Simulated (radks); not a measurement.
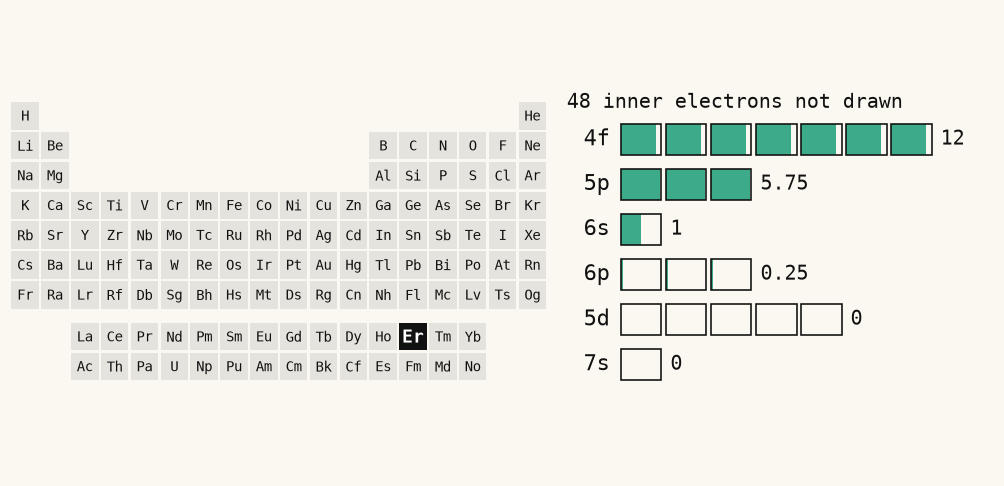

Figure 1. Left, the place of erbium in the periodic table; right, the outer shells as the input fills them: a box for each of the 2l + 1 orbitals, shaded by the share of the shell that is filled, with the electron count at the right.

Run report: Er⁺, atomic calculation

Er⁺, configuration [Kr] 4d10 4f12 5s2 5p5.75 6s1 6p0.25 5d0 7s0. Level asked for: scalar-relativistic Kohn-Sham, SCAN, spin-polarised, spherical densities, finite nucleus (radks).

**Input**
```
Z 68
configuration [Kr] 4d10 4f12 5s2 5p5.75 6s1 6p0.25 5d0 7s0
relativity scalar-relativistic
functional scan,scan
spin polarised
nucleus finite rms 5.2516 fm
c 137.035999084
```

Energies in input and log are in hartree, lengths in bohr (the nuclear radius in fm).

Hardware: 1 CPU thread, shared host.

**Log**
```
1s      1   1.0000       -2111.27953349
2s      1   1.0000        -355.80928704
2p      1   3.0000        -314.58959594
3s      1   1.0000         -80.34836568
3p      1   3.0000         -67.72276812
3d      1   5.0000         -51.91461924
4s      1   1.0000         -16.28962116
4p      1   3.0000         -12.11745430
4d      1   5.0000          -6.51678269
4f      1   7.0000          -0.45001643
5s      1   1.0000          -2.25064667
5p      1   3.0000          -1.29299741
6s      1   1.0000          -0.38405467
6p      1   0.2500          -0.22791060
5d      1   0.0000          -1.21483837
7s      1   0.0000          -0.28767220
1s      2   1.0000       -2111.27830660
2s      2   1.0000        -355.80680810
2p      2   3.0000        -314.58726687
3s      2   1.0000         -80.31076712
3p      2   3.0000         -67.68351318
3d      2   5.0000         -51.88230475
4s      2   1.0000         -16.20726898
4p      2   3.0000         -12.03652358
4d      2   5.0000          -6.43577261
4f      2   5.0000          -0.37376995
5s      2   1.0000          -2.22182431
5p      2   2.7500          -1.26335322
6s      2   0.0000          -0.83583608
6p      2   0.0000          -0.56548672
5d      2   0.0000          -1.21483837
7s      2   0.0000          -0.28767220
Etot -13086.547455395446
Ekin 14186.163274629736
Encl -32095.34531476
Eh 5101.241982113328
Exc -278.6073973785103
err 0.00772628377379815
it 170
```

**Outcome**

| quantity | value |
| --- | --- |
| outcome | not converged |
| total energy | −13086.5475 hartree |
| kinetic energy | 14186.1633 hartree |
| electron–nucleus energy | −32095.3453 hartree |
| Hartree energy | 5101.2420 hartree |
| exchange–correlation energy | −278.607397 hartree |
| SCF iterations | 170 |
| wall time | 3.5 s |

**What went wrong**

The run did not meet its convergence test in 170 iterations, so its last values are not results.
